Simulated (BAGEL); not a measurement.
# CH5AlO (SMILES [CH3][AlH][OH]): a chain of runs

Aim: a single-point energy (HF/def2-SV(P)), then a single-point energy (NEVPT2(2,2)/def2-SV(P)), then a single-point energy (CASPT2(2,2)/def2-SV(P)) of CH5AlO. 

Program for the calculation: BAGEL 1.2.2.

1 further run of the same task is left out (set aside as unsound or not needed).

**1. The structure to begin with**

CH5AlO has 8 atoms, charge 0, and is taken as a singlet. As SMILES, `[CH3][AlH][OH]`. The O3–H8 distance was set to 1.290 Å, away from the relaxed value.

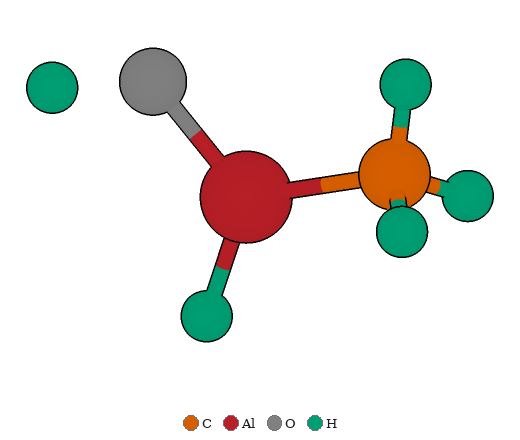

Viewed from a chosen angle; carbon orange, aluminium red, oxygen grey, hydrogen teal.

**2. A single-point energy at HF/def2-SV(P) (density fitting with svp-jkfit) (run 1)**

Contents of input.json:

```json
{ "bagel" : [

{
  "title" : "molecule",
  "basis" : "def2-sv_p_.json",
  "df_basis" : "svp-jkfit",
  "angstrom" : "true",
  "geometry" : [
    { "atom" : "C", "xyz" : [      -1.000715,       1.231651,      -0.064845 ] },
    { "atom" : "Al", "xyz" : [       0.356885,      -0.144749,      -0.233845 ] },
    { "atom" : "O", "xyz" : [       0.321785,      -1.426949,       0.882855 ] },
    { "atom" : "H", "xyz" : [      -0.547915,       2.203951,       0.155355 ] },
    { "atom" : "H", "xyz" : [      -1.714215,       1.004851,       0.730355 ] },
    { "atom" : "H", "xyz" : [      -1.558515,       1.354451,      -0.998745 ] },
    { "atom" : "H", "xyz" : [       1.493985,      -0.145049,      -1.344145 ] },
    { "atom" : "H", "xyz" : [       1.181200,      -2.389100,       0.859500 ] }
  ]
},

{ "title" : "hf", "charge" : 0 },

{ "title" : "print", "file" : "orbitals.molden", "orbitals" : "true" }

]}
```

The basis set def2-SV(P) is read from a file made from the Basis Set Exchange's data (not shown).

Started as:

```
$ BAGEL_NUM_THREADS=1 BAGEL input.json > input.out
```

Log:

```text
* using 1 threads per process

  ===============================================================
  ===============================================================

  *** Geometry ***

  { "atom" : "C", "xyz" : [     -1.891077,      2.327483,     -0.122539 ] },
  { "atom" : "Al", "xyz" : [      0.674415,     -0.273536,     -0.441903 ] },
  { "atom" : "O", "xyz" : [      0.608086,     -2.696543,      1.668354 ] },
  { "atom" : "H", "xyz" : [     -1.035409,      4.164864,      0.293578 ] },
  { "atom" : "H", "xyz" : [     -3.239397,      1.898893,      1.380171 ] },
  { "atom" : "H", "xyz" : [     -2.945167,      2.559541,     -1.887355 ] },
  { "atom" : "H", "xyz" : [      2.823222,     -0.274103,     -2.540066 ] },
  { "atom" : "H", "xyz" : [      2.232144,     -4.514745,      1.624220 ] },

  Number of auxiliary basis functions:      370

  Since a DF basis is specified, we compute 2- and 3-index integrals:
    o Being stored without compression. Storage requirement is 0.009 GB

  Number of basis functions:       56
  Number of electrons      :       32

    * METHOD: MOLECULE                             0.12

  *** RHF ***

  === Nuclear Repulsion ===
    97.4353763533

      * DIIS with orbital gradients will be used.

  === RHF iteration (def2-sv_p_.json) ===
      0       -357.08814037          0.03158177           0.03
      1       -357.22038422          0.02438130           0.02
      2       -357.36001868          0.00281754           0.02
      3       -357.36240650          0.00097569           0.02
      4       -357.36279404          0.00018939           0.02
      5       -357.36281621          0.00004942           0.02
      6       -357.36281831          0.00001319           0.02
      7       -357.36281848          0.00000506           0.02
      8       -357.36281850          0.00000182           0.02
      9       -357.36281851          0.00000061           0.02
     10       -357.36281851          0.00000029           0.02
     11       -357.36281851          0.00000008           0.02
     12       -357.36281851          0.00000003           0.02
     13       -357.36281851          0.00000001           0.02
    * SCF iteration converged.

    * Permanent dipole moment:
           (   -0.370510,     0.174986,     0.211097) a.u.

    * METHOD: HF                                   0.43

    * METHOD: PRINT                                0.02

  ===============================================================
```

Wall time 1 s (1 thread of AMD EPYC 7R43 (Zen 3), shared host); peak memory 0.14 GiB.

**3. A single-point energy at NEVPT2(2,2)/def2-SV(P) (density fitting with svp-jkfit) (run 2)**

Contents of calc.json:

```json
{ "bagel": [

{
  "title": "molecule",
  "basis": "def2-sv_p_.json",
  "df_basis": "svp-jkfit",
  "angstrom": "true",
  "geometry": [
    { "atom": "C", "xyz": [   -1.000715,    1.231651,   -0.064845 ] },
    { "atom": "Al", "xyz": [    0.356885,   -0.144749,   -0.233845 ] },
    { "atom": "O", "xyz": [    0.321785,   -1.426949,    0.882855 ] },
    { "atom": "H", "xyz": [   -0.547915,    2.203951,    0.155355 ] },
    { "atom": "H", "xyz": [   -1.714215,    1.004851,    0.730355 ] },
    { "atom": "H", "xyz": [   -1.558515,    1.354451,   -0.998745 ] },
    { "atom": "H", "xyz": [    1.493985,   -0.145049,   -1.344145 ] },
    { "atom": "H", "xyz": [    1.181200,   -2.389100,    0.859500 ] }
  ]
},
{ "title": "hf" },
{ "title": "nevpt2", "nstate": 1, "nact": 2, "nclosed": 15, "active": [10, 18], "maxiter": 200, "natocc": "true", "ncore": 7 },
{ "title": "print", "file": "orbitals.molden", "orbitals": "true" }

]}
```

The basis set def2-SV(P) is read from a file made from the Basis Set Exchange's data (not shown).

Started as:

```
$ BAGEL_NUM_THREADS=1 BAGEL calc.json > calc.out
```

Log:

```text
* using 1 threads per process

  ===============================================================
  ===============================================================

  *** Geometry ***

  { "atom" : "C", "xyz" : [     -1.891077,      2.327483,     -0.122539 ] },
  { "atom" : "Al", "xyz" : [      0.674415,     -0.273536,     -0.441903 ] },
  { "atom" : "O", "xyz" : [      0.608086,     -2.696543,      1.668354 ] },
[... 4 lines of this table left out ...]
  { "atom" : "H", "xyz" : [      2.232144,     -4.514745,      1.624220 ] },

  Number of auxiliary basis functions:      370

  Since a DF basis is specified, we compute 2- and 3-index integrals:
    o Being stored without compression. Storage requirement is 0.009 GB

[... 18 lines left out ...]
    * SCF iteration converged.
[... 1 line left out ...]
    * Permanent dipole moment:
[... 28 lines left out ...]
    * Second-order optimization converged. *

     guess   0:   closed 1.                   open ..

  === FCI iteration ===

      0  0      -357.36143947     1.02e-01      0.00
      1  0      -357.39930587     8.77e-03      0.00
      2  0 *    -357.39972717     1.23e-15      0.00

     * ci vector, state   0, <S^2> = 0.0000
       2.     0.9828103137
       .2    -0.1846182202

  === DF-NEVPT2 calculation ===

    * 3-index integral transformation done
    * assembly done

      NEVPT2 correlation energy:   -0.3467594220      0.05

          (+0)     -0.2680962328
          (+0)'    -0.0340503483
          (+1)     -0.0074243996
          (+1)'    -0.0000000000
          (+2)     -0.0006542261
          (-1)     -0.0332048073
          (-1)'     0.0000000000
          (-2)     -0.0033294078

      NEVPT2 total energy:       -357.7464865877

    * METHOD: NEVPT2                               1.77

    * METHOD: PRINT                                0.02

  ===============================================================
```

Wall time 2.8 s (1 thread of AMD EPYC 7R43 (Zen 3), shared host); peak memory 0.14 GiB.

**4. The energy at CASPT2(2,2)/def2-SV(P) (density fitting with svp-jkfit) (run 3)**

Contents of job.json:

```json
{ "bagel": [

{
  "title": "molecule",
  "basis": "def2-sv_p_.json",
  "df_basis": "svp-jkfit",
  "angstrom": true,
  "geometry": [
    { "atom": "C", "xyz": [      -1.000715,       1.231651,      -0.064845 ] },
    { "atom": "Al", "xyz": [       0.356885,      -0.144749,      -0.233845 ] },
    { "atom": "O", "xyz": [       0.321785,      -1.426949,       0.882855 ] },
    { "atom": "H", "xyz": [      -0.547915,       2.203951,       0.155355 ] },
    { "atom": "H", "xyz": [      -1.714215,       1.004851,       0.730355 ] },
    { "atom": "H", "xyz": [      -1.558515,       1.354451,      -0.998745 ] },
    { "atom": "H", "xyz": [       1.493985,      -0.145049,      -1.344145 ] },
    { "atom": "H", "xyz": [       1.181200,      -2.389100,       0.859500 ] }
  ]
},

{
  "title": "hf",
  "charge": 0
},

{
  "title": "casscf",
  "nstate": 1,
  "nact": 2,
  "nclosed": 15,
  "charge": 0,
  "active": [10, 18],
  "maxiter": 200,
  "natocc": true
},

{
  "title": "print",
  "file": "orbitals.molden",
  "orbitals": true
},

{
  "title": "smith",
  "method": "caspt2",
  "ms": true,
  "xms": true,
  "sssr": true,
  "shift": 0.2,
  "shift_imag": true,
  "ncore": 7
}

]}
```

The basis set def2-SV(P) is read from a file made from the Basis Set Exchange's data (not shown).

Started as:

```
$ BAGEL_NUM_THREADS=1 BAGEL job.json > job.out
```

Log:

```text
* using 1 threads per process

  ===============================================================
  ===============================================================

  *** Geometry ***

  { "atom" : "C", "xyz" : [     -1.891077,      2.327483,     -0.122539 ] },
  { "atom" : "Al", "xyz" : [      0.674415,     -0.273536,     -0.441903 ] },
  { "atom" : "O", "xyz" : [      0.608086,     -2.696543,      1.668354 ] },
[... 4 lines of this table left out ...]
  { "atom" : "H", "xyz" : [      2.232144,     -4.514745,      1.624220 ] },

  Number of auxiliary basis functions:      370

  Since a DF basis is specified, we compute 2- and 3-index integrals:
    o Being stored without compression. Storage requirement is 0.009 GB

[... 18 lines left out ...]
    * SCF iteration converged.
[... 1 line left out ...]
    * Permanent dipole moment:
[... 27 lines left out ...]
    * Second-order optimization converged. *
[... 9 lines left out ...]
     * ci vector, state   0, <S^2> = 0.0000
[... 16 lines left out ...]
    * Zeroth order energy : state  0       -1.0849559035
[... 4 lines left out ...]
       #      aibj      arbs      arbi      airj      risj      airs      arst      rist         Etot      error   time
[... 2 lines left out ...]
       0  -0.26711  -0.00393  -0.03320  -0.00750  -0.00084  -0.03048  -0.00000  -0.00000   -0.3430518  0.0023685   0.03
       1  -0.26730  -0.00396  -0.03337  -0.00758  -0.00088  -0.03100  -0.00000  -0.00000   -0.3440966  0.0003483   0.02
       2  -0.26732  -0.00397  -0.03333  -0.00758  -0.00089  -0.03104  -0.00000  -0.00000   -0.3441253  0.0000740   0.02
       3  -0.26732  -0.00397  -0.03333  -0.00757  -0.00089  -0.03104  -0.00000  -0.00000   -0.3441263  0.0000144   0.02
       4  -0.26732  -0.00397  -0.03333  -0.00757  -0.00089  -0.03104   0.00000  -0.00000   -0.3441264  0.0000029   0.02
       5  -0.26732  -0.00397  -0.03333  -0.00757  -0.00089  -0.03104   0.00000  -0.00000   -0.3441264  0.0000006   0.02

      ------------------------------------------------------------------------------------------------------------------

    * CASPT2 energy : state  0     -357.7456705069
        w/o shift correction       -357.7438535307
        reference weight              0.8977069948

    * METHOD: SMITH                                0.20

  ===============================================================
```

Wall time 2.8 s (1 thread of AMD EPYC 7R43 (Zen 3), shared host); peak memory 0.14 GiB.

**5. What came out**

```
                                   quantity          value
         run 1, HF/def2-SV(P): total energy  -357.36282 Eh
        run 1, HF/def2-SV(P): dipole moment         1.17 D
          run 1, HF/def2-SV(P): HOMO energy      -11.06 eV
          run 1, HF/def2-SV(P): LUMO energy        2.53 eV
        run 1, HF/def2-SV(P): HOMO–LUMO gap       13.59 eV
run 2, NEVPT2(2,2)/def2-SV(P): total energy  -357.74649 Eh
run 3, CASPT2(2,2)/def2-SV(P): total energy  -357.74567 Eh
```
